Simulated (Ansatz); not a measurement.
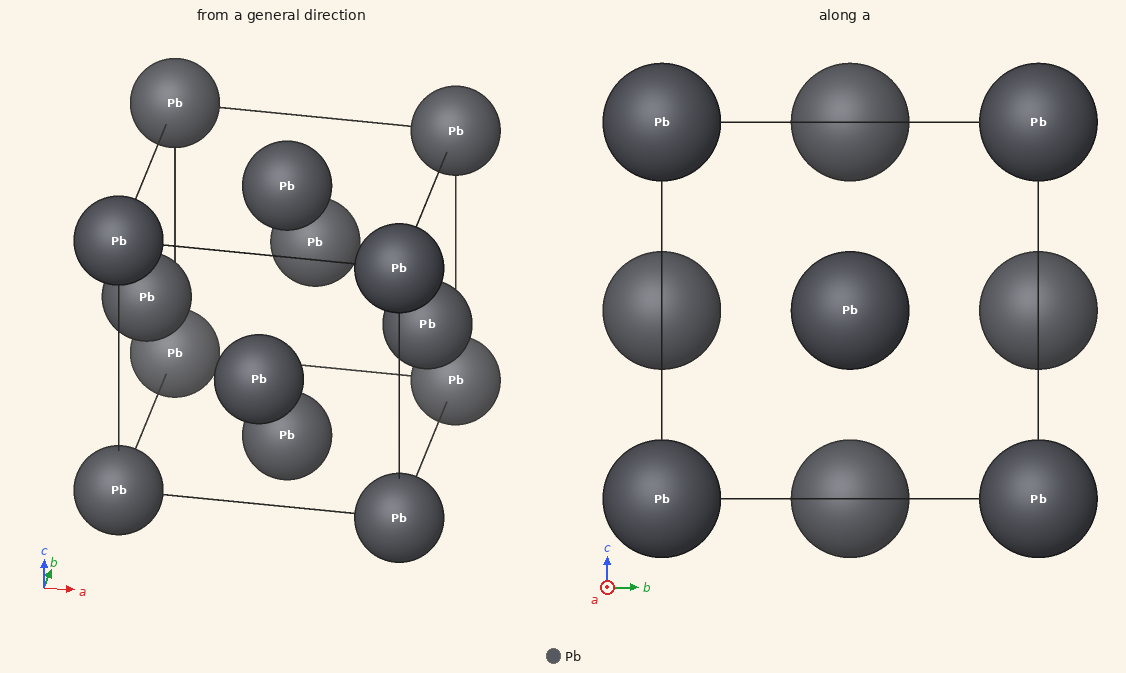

A spheres-only rendering, viewed from a general direction and along the a axis. The lines enclose the conventional unit cell; boundary atoms appear with their images.

How many atoms make up the cell?

4 (lead), counting shared atoms by their share.

Give the crystal system and centring.

Face-centred cubic.

Which space group does it belong to?

Fm-3m (No. 225), with Pb on 4a.

Which prototype does it follow?

Face-centred cubic (Cu type).

Starting structure: the standard structure of this element. Earlier steps of the study may have refined or changed the cell and positions. It was run through Ansatz as a DFT input.
